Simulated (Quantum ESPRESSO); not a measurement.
# Magnetic state of Mg7CoO8 (MgO32 Co2 d5p16) from several starts, part 2 of 2

Wanted: the moments of Mg7CoO8 (MgO32 Co2 d5p16) and the energy of each order that was tried.

Quantum ESPRESSO 7.5; PBE; plane waves with GBRV 1.5 PBE potentials, no spin-orbit coupling.

So far, integrated |m| (μB): step 2 (start 1: ferro ++) 6.14.

### Step 3. Run 2 (antiferro +−)

The input, pw.in:

```
&CONTROL
  calculation = 'scf'
  prefix = 'pwscf'
  outdir = './tmp'
  pseudo_dir = './pseudo'
  disk_io = 'nowf'
/
&SYSTEM
  ibrav = 0
  celldm(1) = 8
  nat = 32
  ntyp = 4
  ecutwfc = 40
  ecutrho = 280
  nbnd = 169
  occupations = 'smearing'
  smearing = 'fd'
  degauss = 0.00367493
  nspin = 2
  starting_magnetization(1) = 0.1765
  starting_magnetization(2) = 0
  starting_magnetization(3) = 0
  starting_magnetization(4) = -0.1765
/
&ELECTRONS
  conv_thr = 6.4d-08
  electron_maxstep = 150
  mixing_beta = 0.3
/
ATOMIC_SPECIES
Co1    58.9332 co_pbe_v1.2.uspp.F.UPF
O      15.9990 o_pbe_v1.2.uspp.F.UPF
Mg     24.3050 mg_pbe_v1.4.uspp.F.UPF
Co2    58.9332 co_pbe_v1.2.uspp.F.UPF
CELL_PARAMETERS alat
   1.9898816092309    0.0000000000000    0.0000000000000
   0.0000000000000    1.9898816092309    0.0000000000000
   0.0000000000000    0.0000000000000    0.9949408046155
ATOMIC_POSITIONS crystal
Co1     0.0000000000    0.0000000000    0.0000000000
O       0.2500000000    0.0000000000    0.0000000000
Mg      0.0000000000    0.2500000000    0.5000000000
O       0.2500000000    0.2500000000    0.5000000000
Mg      0.2500000000    0.0000000000    0.5000000000
O       0.0000000000    0.0000000000    0.5000000000
Mg      0.2500000000    0.2500000000    0.0000000000
O       0.0000000000    0.2500000000    0.0000000000
Mg      0.0000000000    0.5000000000    0.0000000000
O       0.2500000000    0.5000000000    0.0000000000
Mg      0.0000000000    0.7500000000    0.5000000000
O       0.2500000000    0.7500000000    0.5000000000
Co2     0.2500000000    0.5000000000    0.5000000000
O       0.0000000000    0.5000000000    0.5000000000
Mg      0.2500000000    0.7500000000    0.0000000000
O       0.0000000000    0.7500000000    0.0000000000
Mg      0.5000000000    0.0000000000    0.0000000000
O       0.7500000000    0.0000000000    0.0000000000
Mg      0.5000000000    0.2500000000    0.5000000000
O       0.7500000000    0.2500000000    0.5000000000
Mg      0.7500000000    0.0000000000    0.5000000000
O       0.5000000000    0.0000000000    0.5000000000
Mg      0.7500000000    0.2500000000    0.0000000000
O       0.5000000000    0.2500000000    0.0000000000
Mg      0.5000000000    0.5000000000    0.0000000000
O       0.7500000000    0.5000000000    0.0000000000
Mg      0.5000000000    0.7500000000    0.5000000000
O       0.7500000000    0.7500000000    0.5000000000
Mg      0.7500000000    0.5000000000    0.5000000000
O       0.5000000000    0.5000000000    0.5000000000
Mg      0.7500000000    0.7500000000    0.0000000000
O       0.5000000000    0.7500000000    0.0000000000
K_POINTS automatic
3 3 6 0 0 0
```

Launch:

```sh
> OMP_NUM_THREADS=1 mpirun -n 4 pw.x -nk 4 -in pw.in > pw.out
```

Log:

```text
[banner, memory and clock lines left out]
Program PWSCF v.7.5 starts

     Message from routine setup:
     using ibrav=0 with symmetry is DISCOURAGED, use correct ibrav instead

     bravais-lattice index     =            0
     lattice parameter (alat)  =       8.0000  a.u.
     unit-cell volume          =    2017.0733 (a.u.)^3
     number of atoms/cell      =           32
     number of atomic types    =            4
     number of electrons       =       270.00
     number of Kohn-Sham states=          169
     kinetic-energy cutoff     =      40.0000  Ry
     charge density cutoff     =     280.0000  Ry
     scf convergence threshold =      6.4E-08
     mixing beta               =       0.3000
     number of iterations used =            8  plain     mixing
     Exchange-correlation= SLA  PW   PBE  PBE
                           (   1   4   3   4   0   0   0)

     celldm(1)=   8.000000  celldm(2)=   0.000000  celldm(3)=   0.000000
     celldm(4)=   0.000000  celldm(5)=   0.000000  celldm(6)=   0.000000

     crystal axes: (cart. coord. in units of alat)
               a(1) = (   1.989882   0.000000   0.000000 )
               a(2) = (   0.000000   1.989882   0.000000 )
               a(3) = (   0.000000   0.000000   0.994941 )

     reciprocal axes: (cart. coord. in units 2 pi/alat)
               b(1) = (  0.502542  0.000000  0.000000 )
               b(2) = (  0.000000  0.502542  0.000000 )
               b(3) = (  0.000000  0.000000  1.005085 )

     PseudoPot. # 1 for Co read from file:
     co_pbe_v1.2.uspp.F.UPF
     Pseudo is Ultrasoft + core correction, Zval = 17.0

     PseudoPot. # 2 for O  read from file:
     o_pbe_v1.2.uspp.F.UPF
     Pseudo is Ultrasoft + core correction, Zval =  6.0

     PseudoPot. # 3 for Mg read from file:
     mg_pbe_v1.4.uspp.F.UPF
     Pseudo is Ultrasoft, Zval = 10.0

     PseudoPot. # 4 for Co read from file:
     co_pbe_v1.2.uspp.F.UPF
     Pseudo is Ultrasoft + core correction, Zval = 17.0

     atomic species   valence    mass     pseudopotential
     Co1              17.00    58.93320     Co( 1.00)
     O                 6.00    15.99900     O ( 1.00)
     Mg               10.00    24.30500     Mg( 1.00)
     Co2              17.00    58.93320     Co( 1.00)

     Starting magnetic structure
     atomic species   magnetization
     Co1             0.176
     O               0.000
     Mg              0.000
     Co2            -0.176

      4 Sym. Ops. (no inversion) found

   Cartesian axes

     site n.     atom                  positions (alat units)
         1        Co1    tau(   1) = (   0.0000000   0.0000000   0.0000000  )
         2        O      tau(   2) = (   0.4974704   0.0000000   0.0000000  )
         3        Mg     tau(   3) = (   0.0000000   0.4974704   0.4974704  )
         4        O      tau(   4) = (   0.4974704   0.4974704   0.4974704  )
         5        Mg     tau(   5) = (   0.4974704   0.0000000   0.4974704  )
         6        O      tau(   6) = (   0.0000000   0.0000000   0.4974704  )
         7        Mg     tau(   7) = (   0.4974704   0.4974704   0.0000000  )
         8        O      tau(   8) = (   0.0000000   0.4974704   0.0000000  )
         9        Mg     tau(   9) = (   0.0000000   0.9949408   0.0000000  )
        10        O      tau(  10) = (   0.4974704   0.9949408   0.0000000  )
        11        Mg     tau(  11) = (   0.0000000   1.4924112   0.4974704  )
        12        O      tau(  12) = (   0.4974704   1.4924112   0.4974704  )
        13        Co2    tau(  13) = (   0.4974704   0.9949408   0.4974704  )
        14        O      tau(  14) = (   0.0000000   0.9949408   0.4974704  )
        15        Mg     tau(  15) = (   0.4974704   1.4924112   0.0000000  )
        16        O      tau(  16) = (   0.0000000   1.4924112   0.0000000  )
        17        Mg     tau(  17) = (   0.9949408   0.0000000   0.0000000  )
        18        O      tau(  18) = (   1.4924112   0.0000000   0.0000000  )
        19        Mg     tau(  19) = (   0.9949408   0.4974704   0.4974704  )
        20        O      tau(  20) = (   1.4924112   0.4974704   0.4974704  )
        21        Mg     tau(  21) = (   1.4924112   0.0000000   0.4974704  )
        22        O      tau(  22) = (   0.9949408   0.0000000   0.4974704  )
        23        Mg     tau(  23) = (   1.4924112   0.4974704   0.0000000  )
        24        O      tau(  24) = (   0.9949408   0.4974704   0.0000000  )
        25        Mg     tau(  25) = (   0.9949408   0.9949408   0.0000000  )
        26        O      tau(  26) = (   1.4924112   0.9949408   0.0000000  )
        27        Mg     tau(  27) = (   0.9949408   1.4924112   0.4974704  )
        28        O      tau(  28) = (   1.4924112   1.4924112   0.4974704  )
        29        Mg     tau(  29) = (   1.4924112   0.9949408   0.4974704  )
        30        O      tau(  30) = (   0.9949408   0.9949408   0.4974704  )
        31        Mg     tau(  31) = (   1.4924112   1.4924112   0.0000000  )
        32        O      tau(  32) = (   0.9949408   1.4924112   0.0000000  )

     number of k points=    16  Fermi-Dirac smearing, width (Ry)=  0.0037
                       cart. coord. in units 2pi/alat
        k(    1) = (   0.0000000   0.0000000   0.0000000), wk =   0.0185185
        k(    2) = (   0.0000000   0.0000000   0.1675142), wk =   0.0370370
        k(    3) = (   0.0000000   0.0000000   0.3350283), wk =   0.0370370
        k(    4) = (   0.0000000   0.0000000  -0.5025425), wk =   0.0185185
        k(    5) = (   0.0000000   0.1675142   0.0000000), wk =   0.0370370
        [... 11 further k-points ...]

     Dense  grid:   159663 G-vectors     FFT dimensions: (  90,  90,  45)

     Smooth grid:    68849 G-vectors     FFT dimensions: (  72,  72,  36)

     Check: negative core charge=   -0.000011
     Generating pointlists ...
     new r_m :   0.2052 (alat units)  1.6417 (a.u.) for type    1
     new r_m :   0.2052 (alat units)  1.6417 (a.u.) for type    2
     new r_m :   0.2052 (alat units)  1.6417 (a.u.) for type    3
     new r_m :   0.2052 (alat units)  1.6417 (a.u.) for type    4

     Initial potential from superposition of free atoms

     starting charge     263.7968, renormalised to     270.0000
     Starting wfcs are  160 randomized atomic wfcs +    9 random wfcs

     Self-consistent Calculation

     iteration #  1     ecut=    40.00 Ry     beta= 0.30
     Davidson diagonalization with overlap
     ethr =  1.00E-02,  avg # of iterations =  6.5

     total energy              =   -2870.26465046 Ry
     estimated scf accuracy    <       8.79015278 Ry

     total magnetization       =    -0.01 Bohr mag/cell
     absolute magnetization    =     6.48 Bohr mag/cell

     iteration #  2     ecut=    40.00 Ry     beta= 0.30
     Davidson diagonalization with overlap
     ethr =  3.26E-03,  avg # of iterations =  2.4

     total energy              =   -2870.97555133 Ry
     estimated scf accuracy    <       4.19971676 Ry

     total magnetization       =    -0.00 Bohr mag/cell
     absolute magnetization    =     2.56 Bohr mag/cell

     [... further iterations left out ...]

     iteration # 18     ecut=    40.00 Ry     beta= 0.30
     Davidson diagonalization with overlap
     ethr =  1.63E-10,  avg # of iterations =  2.0

     total energy              =   -2871.64215434 Ry
     estimated scf accuracy    <       0.00000025 Ry

     total magnetization       =    -0.00 Bohr mag/cell
     absolute magnetization    =     6.10 Bohr mag/cell

     iteration # 19     ecut=    40.00 Ry     beta= 0.30
     Davidson diagonalization with overlap
     ethr =  9.16E-11,  avg # of iterations =  1.1

     Magnetic moment per site  (integrated on atomic sphere of radius R)
     atom   1 (R=0.205)  charge= 14.5909  magn=  2.4862
     atom   2 (R=0.205)  charge=  5.8116  magn=  0.0531
     atom   3 (R=0.205)  charge=  8.1868  magn=  0.0000
     atom   4 (R=0.205)  charge=  5.8124  magn= -0.0560
     atom   5 (R=0.205)  charge=  8.1873  magn= -0.0042
     atom   6 (R=0.205)  charge=  5.7924  magn=  0.1419
     atom   7 (R=0.205)  charge=  8.1868  magn= -0.0000
     atom   8 (R=0.205)  charge=  5.8120  magn=  0.0560
     atom   9 (R=0.205)  charge=  8.1874  magn=  0.0042
     atom  10 (R=0.205)  charge=  5.7924  magn= -0.1419
     atom  11 (R=0.205)  charge=  8.1868  magn=  0.0000
     atom  12 (R=0.205)  charge=  5.8124  magn= -0.0560
     atom  13 (R=0.205)  charge= 14.5900  magn= -2.4859
     atom  14 (R=0.205)  charge=  5.8116  magn= -0.0531
     atom  15 (R=0.205)  charge=  8.1868  magn= -0.0000
     atom  16 (R=0.205)  charge=  5.8120  magn=  0.0560
     atom  17 (R=0.205)  charge=  8.1896  magn=  0.0039
     atom  18 (R=0.205)  charge=  5.8125  magn=  0.0567
     atom  19 (R=0.205)  charge=  8.1890  magn=  0.0003
     atom  20 (R=0.205)  charge=  5.8263  magn= -0.0015
     atom  21 (R=0.205)  charge=  8.1877  magn= -0.0004
     atom  22 (R=0.205)  charge=  5.8255  magn=  0.0021
     atom  23 (R=0.205)  charge=  8.1890  magn= -0.0003
     atom  24 (R=0.205)  charge=  5.8259  magn=  0.0015
     atom  25 (R=0.205)  charge=  8.1878  magn=  0.0004
     atom  26 (R=0.205)  charge=  5.8256  magn= -0.0021
     atom  27 (R=0.205)  charge=  8.1890  magn=  0.0003
     atom  28 (R=0.205)  charge=  5.8263  magn= -0.0015
     atom  29 (R=0.205)  charge=  8.1895  magn= -0.0039
     atom  30 (R=0.205)  charge=  5.8124  magn= -0.0566
     atom  31 (R=0.205)  charge=  8.1890  magn= -0.0003
     atom  32 (R=0.205)  charge=  5.8259  magn=  0.0015

     End of self-consistent calculation

     [... lines left out ...]
     the Fermi energy is    10.8011 ev

!    total energy              =   -2871.64215435 Ry
     estimated scf accuracy    <          9.3E-09 Ry
     smearing contrib. (-TS)   =      -0.00650891 Ry
     internal energy E=F+TS    =   -2871.63564543 Ry

     The total energy is F=E-TS. E is the sum of the following terms:
     one-electron contribution =   -1634.59552167 Ry
     hartree contribution      =     911.14279709 Ry
     xc contribution           =    -423.01524279 Ry
     ewald contribution        =   -1725.16767806 Ry

     total magnetization       =    -0.00 Bohr mag/cell
     absolute magnetization    =     6.10 Bohr mag/cell

     convergence has been achieved in  19 iterations
```

The job ended after 25 min (4 MPI ranks of Intel Xeon at 2.50GHz (Skylake/Cascade Lake), shared host; peak memory 2.2 GiB).

Spin moment in the atom's sphere by element, in μB:

```
element  atoms  mean  spread (r.m.s.)  least  largest
     Co      2  0.00             2.49  -2.49     2.49
      O     16  0.00             0.06  -0.14     0.14
     Mg     14  0.00             0.00   0.00     0.00
```

The atoms farthest from the mean of their element:

```
atom       x, y, z (Å)  spin moment in the atom's sphere (μB)
 Co1  0.00, 0.00, 0.00                                   2.49
Co13  2.11, 4.21, 2.11                                  -2.49
 O10  2.11, 4.21, 0.00                                  -0.14
  O6  0.00, 0.00, 2.11                                   0.14
 O18  6.32, 0.00, 0.00                                   0.06
 O30  4.21, 4.21, 2.11                                  -0.06
  O4  2.11, 2.11, 2.11                                  -0.06
 O12  2.11, 6.32, 2.11                                  -0.06
```

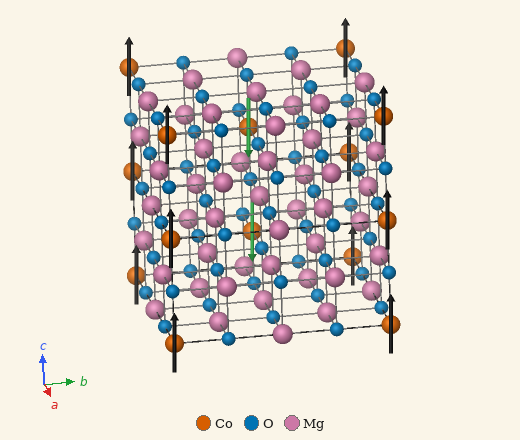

Spin moment in the atom's sphere as arrows, the longest 2.49 μB. Up and down stand for the sign. Arrows give size and sign along the axis of quantisation, drawn up and down the page. The two directions have two colours. 1×1×2 cells are drawn. Some periodic images of atoms are drawn too.

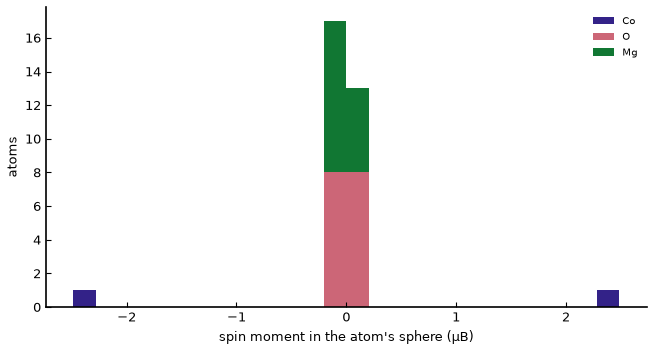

Spin moment in the atom's sphere as a stacked histogram.

Read from the output:

```yaml
smearing_term_ts: 0.08856 eV
net_moment: 0 μB
integrated_m: 6.101 μB
final_state: antiferromagnetic
```

### Step 4. Energies of the orders

An order is kept where moments of 0.15 μB or more survive with the typed signs; meshes match where a doubled cell samples the same k points as the first cell.

Orders:

```
       start        final state  typed order kept  energy over the lowest (meV a seeded atom)  largest site moment (μB)  net moment (μB a cell of the first run)  mesh matched  CPU time (s)
    ferro ++      ferromagnetic               yes                                           0                      2.49                                    5.996           yes          4677
antiferro +-  antiferromagnetic               yes                                       1.759                     2.486                                        0           yes          5917
```

### Step 5. Summary of results

| Property | Result |
| --- | --- |
| lowest state found | ferromagnetic (from ferro ++) |
| largest site moment | 2.49 μB |
| next state with moments | antiferromagnetic, 1.76 meV a seeded atom higher |

The two lowest states lie so close that the mesh, the smearing, the functional or spin–orbit coupling could swap them. This is the lowest of 2 collinear or spinless starts, no proof of the ground state. No Hubbard term acts here. In such compounds local and semilocal functionals without one often delocalise the d electrons, and can shrink or lose moments and miss the size, sign and order of the couplings. The smearing term is large for its width, so states at the Fermi level are partly filled: at this level the cell is a metal or has a gap of a few widths at most.

[Logs and program files are shortened in this print: banners, set-up blocks, solver, clock and traceback lines can be left out without a mark of their own.]

[Logs are printed without paths, hosts, clocks, repeated set-up lines and the standing remarks that a program may print on its own settings, such as how far it seeks lower states.]

[Hosts, paths, dates, database ids (printed as entryN), source tags and the programs' standing remarks are cut or masked in the printed files.]

[Where a cell is said to come from a database of computed structures, the database is the Materials Project.]
